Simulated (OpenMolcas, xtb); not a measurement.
SbH3O2 (SMILES [OH][SbH][OH]): methods side by side

SbH3O2 has 6 atoms, charge 0, and is taken as a singlet. As SMILES, `[OH][SbH][OH]`. Geometry: a GFN2-xTB relaxation, a rough one for these elements and not checked as a minimum. This is one conformer, not always the lowest.

Quantity: the HOMO–LUMO gap, in eV. The values are calculated.

```json
{"level": "GFN2-xTB", "kind": "semi-empirical", "program": "xtb", "value (eV)": "5.08", "CPU time": "under 2 s"}
{"level": "GFN0-xTB", "kind": "semi-empirical", "program": "xtb", "value (eV)": "4.44", "CPU time": "under 2 s"}
{"level": "GFN1-xTB", "kind": "semi-empirical", "program": "xtb", "value (eV)": "6.12", "CPU time": "under 2 s"}
{"level": "HF/def2-SVP (core potential)", "kind": "Hartree–Fock", "program": "OpenMolcas", "value (eV)": "12.18", "CPU time": "5 s"}
{"level": "PBE/def2-SVP (core potential)", "kind": "GGA", "program": "OpenMolcas", "value (eV)": "4.10", "CPU time": "22 s"}
{"level": "M06-2X/def2-SVP (core potential)", "kind": "hybrid meta-GGA", "program": "OpenMolcas", "value (eV)": "8.40", "CPU time": "24 s"}
{"level": "PBE0/def2-SVP (core potential)", "kind": "global hybrid", "program": "OpenMolcas", "value (eV)": "6.24", "CPU time": "19 s"}
```

The values span 4.10 to 12.18 eV. Orbital gaps aren't excitation energies; they tend to grow with the share of exact exchange. Times are those of the runs behind each value, whatever else they computed, on shared processors of several kinds: orders of magnitude only.

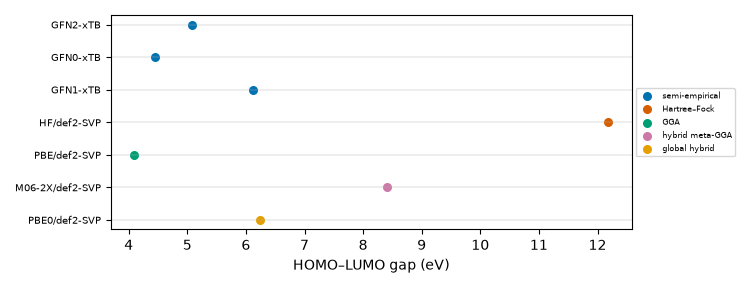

The values of the table, level by level.
